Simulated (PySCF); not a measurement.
# One shape, several levels: C3H6O (propylene oxide)

Aim: a comparison of 6 runs (HF/STO-3G, B3LYP/6-31G*, PBE0/def2-SVP, BP86/def2-TZVP, PBE/def2-TZVP) of C3H6O (propylene oxide). 

The calculation is run with PySCF 2.14.0.

## (1) The system as given

C3H6O: 10 atoms, total charge 0, spin state singlet. As SMILES, `CC1CO1`. The coordinates come from a PBE0-D4/def2-TZVP relaxation.

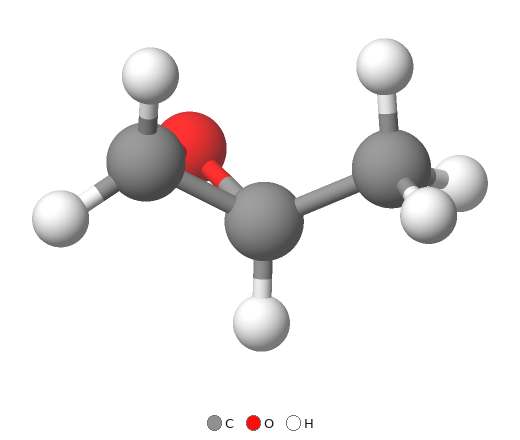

The structure, seen from a chosen angle (carbon grey, oxygen red, hydrogen white).

## (2) Energy and forces at HF/STO-3G (run 1)

calc.py

```python
# CC1CO1
import pyscf.grad
from pyscf import gto

mol = gto.Mole()
mol.atom = '''
C        0.210800       0.403200      -1.162600
C        0.448800      -0.233800       0.169000
C       -0.546800      -0.202400       1.234900
O       -0.330600      -1.380700       0.475800
H       -0.858600       0.462700      -1.372600
H        0.629100       1.412900      -1.185300
H        0.685000      -0.176600      -1.958300
H        1.492600      -0.328400       0.468200
H       -1.496300       0.297800       1.056000
H       -0.234000      -0.254600       2.274900
'''
mol.max_memory = 1860
mol.verbose = 4
mol.basis = 'sto-3g'
mol.build()

mf = mol.RHF()
mf.conv_tol = 1e-10
mf.kernel()
if not mf.converged:
    mf = mf.newton().run(mf.mo_coeff, mf.mo_occ)

energy = mf.e_tot
print(f'total energy: {energy:.8f} hartree')
grad = mf.Gradients().kernel()
dip = mf.dip_moment()
pop, q = mf.mulliken_pop()
```

Run with:

```sh
$ OMP_NUM_THREADS=1 python calc.py
```

The program printed:

```text
PySCF version 2.14.0

[... 62 lines left out ...]
converged SCF energy = -189.512449888209
total energy: -189.51244989 hartree
[... 11 lines left out ...]
Dipole moment(X, Y, Z, Debye):  0.37436,  1.44986,  0.06229
[... 37 lines left out ...]
charge of    9H =      0.07283
```

It took 3.6 s on 1 thread of Intel Xeon at 2.50GHz (Skylake/Cascade Lake), shared host; peak memory 0.12 GiB.

## (3) Energy and gradient at B3LYP/6-31G(d) (spherical functions) (run 2)

calc.py

```python
from pyscf import gto, dft

molecule = gto.Mole()
molecule.atom = [
    ('C', (0.210800, 0.403200, -1.162600)),
    ('C', (0.448800, -0.233800, 0.169000)),
    ('C', (-0.546800, -0.202400, 1.234900)),
    ('O', (-0.330600, -1.380700, 0.475800)),
    ('H', (-0.858600, 0.462700, -1.372600)),
    ('H', (0.629100, 1.412900, -1.185300)),
    ('H', (0.685000, -0.176600, -1.958300)),
    ('H', (1.492600, -0.328400, 0.468200)),
    ('H', (-1.496300, 0.297800, 1.056000)),
    ('H', (-0.234000, -0.254600, 2.274900)),
]
molecule.verbose = 4
molecule.max_memory = 1860
molecule.basis = '6-31g*'
molecule.build()

mf = dft.RKS(molecule, xc='b3lyp')
mf.conv_tol = 1e-10
mf.grids.level = 5
mf.kernel()
if not mf.converged:
    mf = mf.newton().run(mf.mo_coeff, mf.mo_occ)

etot = mf.e_tot
print(f'total energy: {etot:.8f} hartree')
grad = mf.nuc_grad_method().kernel()
dip = mf.dip_moment()
pop, q = mf.mulliken_pop()
```

Run with:

```sh
$ OMP_NUM_THREADS=1 python calc.py
```

The program printed:

```text
PySCF version 2.14.0

[... 80 lines left out ...]
converged SCF energy = -193.104405075609
total energy: -193.10440508 hartree
[... 12 lines left out ...]
Dipole moment(X, Y, Z, Debye):  0.47803,  1.86407,  0.10622
[... 79 lines left out ...]
charge of    9H =      0.14463
```

Wall time 52 s (1 thread of Intel Xeon at 2.50GHz (Skylake/Cascade Lake), shared host); peak memory 0.69 GiB.

Runs 3 to 5 aren't shown in full; the table further down has their settings and results.

## (4) Energy and forces at PBE/def2-TZVP (run 6)

start.xyz

```xyz
10

C      0.210800     0.403200    -1.162600
C      0.448800    -0.233800     0.169000
C     -0.546800    -0.202400     1.234900
O     -0.330600    -1.380700     0.475800
H     -0.858600     0.462700    -1.372600
H      0.629100     1.412900    -1.185300
H      0.685000    -0.176600    -1.958300
H      1.492600    -0.328400     0.468200
H     -1.496300     0.297800     1.056000
H     -0.234000    -0.254600     2.274900
```

calc.py

```python
import pyscf.grad
from pyscf import gto, dft

mol = gto.M(
    atom='start.xyz',
    max_memory=1860,
    basis='def2-tzvp',
    charge=0,
    verbose=3,
)

calc0 = dft.RKS(mol)
calc0.xc = 'pbe'
calc0.grids.level = 5
calc0.conv_tol = 1e-10
calc0.kernel()
if not calc0.converged:
    calc0 = calc0.newton().run(calc0.mo_coeff, calc0.mo_occ)

e_tot = calc0.e_tot
print(f'total energy: {e_tot:.8f} hartree')
grad = calc0.Gradients().kernel()
calc0.analyze()
```

Run with:

```sh
$ OMP_NUM_THREADS=1 python calc.py
```

The program printed:

```text
converged SCF energy = -192.943907422765
[... 17 lines left out ...]
MO #8   energy= -0.538319429457005 occ= 2
[... 18 lines left out ...]
MO #27  energy= 0.200632289764223  occ= 0
[... 18 lines left out ...]
MO #46  energy= 0.539067189075837  occ= 0
[... 18 lines left out ...]
MO #65  energy= 1.41643389320892   occ= 0
[... 18 lines left out ...]
MO #84  energy= 2.00436368651729   occ= 0
[... 18 lines left out ...]
MO #103 energy= 2.68649967767841   occ= 0
[... 18 lines left out ...]
MO #122 energy= 3.36216862397583   occ= 0
[... 18 lines left out ...]
MO #141 energy= 4.56280058906284   occ= 0
[... 18 lines left out ...]
MO #160 energy= 43.4950173376355   occ= 0
[... 11 lines left out ...]
Dipole moment(X, Y, Z, Debye):  0.44642,  1.71310,  0.07227
```

Run time: 3.1 min. Hardware: 1 thread of Intel Xeon at 2.50GHz (Skylake/Cascade Lake), shared host; peak memory 2 GiB.

## (5) All runs side by side

```tsv
run	level	integration grid	Cartesian functions	energy (Eh)	dipole moment (D)	HOMO energy (eV)	LUMO energy (eV)	wall time
1	HF/STO-3G	–	no	-189.512450	1.50	-9.71	12.47	3.6 s
2	B3LYP/6-31G* (spherical functions)	5	no	-193.104405	1.93	-7.14	2.91	52 s
3	B3LYP/6-31G* (Cartesian functions)	5	yes	-193.108024	1.93	-7.15	2.90	55 s
4	PBE0/def2-SVP	5	no	-192.742793	1.97	-7.61	2.21	64 s
5	BP86/def2-TZVP	5	no	-193.185102	1.80	-6.21	0.91	3.1 min
6	PBE/def2-TZVP	5	no	-192.943907	1.77	-6.10	0.79	3.1 min
```

## (6) Results

| quantity | value |
| --- | --- |
| run 6: total energy | -192.94391 Eh |
| run 6: dipole moment | 1.77 D |
| run 6: HOMO energy | -6.10 eV |
| run 6: LUMO energy | 0.79 eV |
| run 6: HOMO–LUMO gap | 6.90 eV |
| run 6: largest force on an atom | 0.974 eV/Å |

What this shows: The dipole moment (its size) runs from 1.50 D (HF/STO-3G) to 1.97 D (PBE0/def2-SVP). The two ends differ in method and basis. The HOMO–LUMO gap runs from 6.90 eV (PBE/def2-TZVP) to 22.18 eV (HF/STO-3G). Totals of different functionals can't be ranked against each other. In run 1 the basis is minimal, so the values are rough. All runs together took 9.1 min, the longest 3.1 min.
